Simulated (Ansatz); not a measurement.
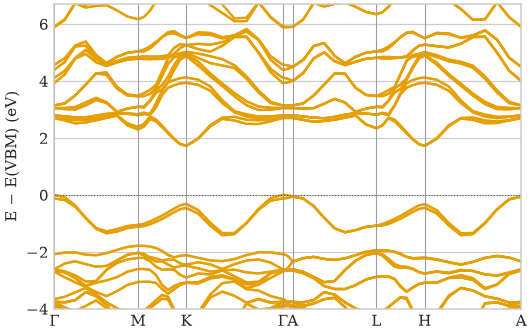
*Band structure from DFT-PBE+D3(BJ) with spin–orbit coupling in the program Ansatz with PAW potentials*

Problem. Read off the gap and where the band edges lie.

Solution. About 1.7 eV (1.72 eV by a search for the band edges); maximum at Γ, minimum at H.

The material is Si₂MoN₄ in space group P6_3/mmc (No. 194; Mo on 2c, N on 4f, Si on 4f, N on 4e).

The start of the workflow was typed in or built on a structure type; neither database checked (COD, Materials Project) lists it. Whether it is the stable phase at ambient conditions was not checked. Symmetry was held in the PBE+D3(BJ) relaxation; its stability against distortions is not shown here. The workflow began spin-polarised and lost its moments.

Potentials: the earlier of the program's two PAW sets.
